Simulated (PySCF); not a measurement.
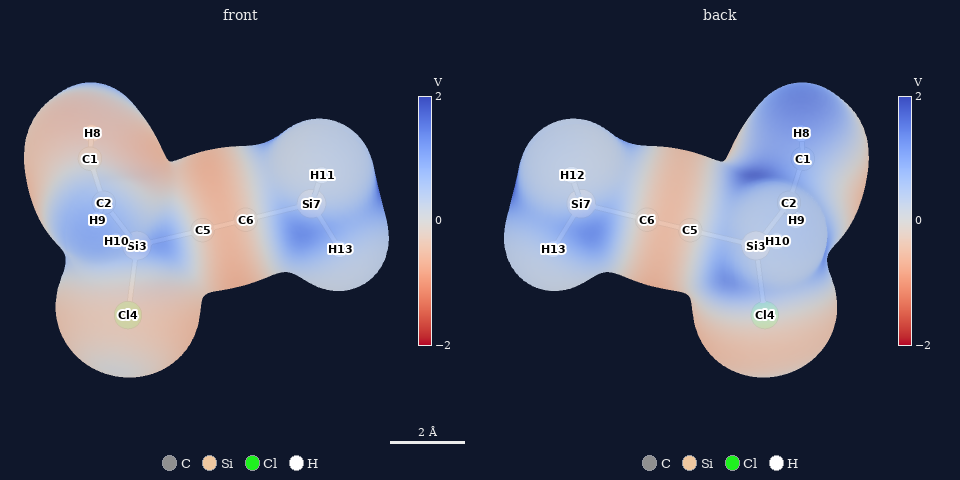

Figure 1: C₄H₆ClSi₂ (doublet). The molecular electrostatic potential painted on the density surface at 0.002 e/bohr³, seen from the front and from behind; the colour scale runs from red (negative) to blue (positive).

Geometry: GFN2-xTB.

All numbers below come from UKS B3LYP, pcH-1 on C Cl H Si, non-relativistic, mean-field spin-orbit, GIAO in PySCF 2.14.0, density-fitted response routines.

```xyz
13

C     2.6860    1.6368    0.6211
C     2.3767    1.0747   -0.4905
Si    1.5886   -0.6827   -0.6957
Cl    1.9299   -1.2695   -2.6106
C    -0.2290   -0.5570   -0.4062
C    -1.4227   -0.4477   -0.2253
Si   -3.2456   -0.2965    0.0659
H     2.6239    1.4060    1.6603
H     2.5586    1.5630   -1.4408
H     2.1943   -1.6410    0.2244
H    -3.6128    1.1158   -0.0563
H    -3.5188   -0.7949    1.4160
H    -3.9334   -1.1066   -0.9413
```

Which sites attract a positive test charge, and which a negative one?

Answer. A positive charge is drawn to the negative regions and a negative charge to the positive ones. The most negative region (about −0.6 V) lies over C1, C2, C5 and C6, the most positive (about +1.6 V) over Si3 and Si7.
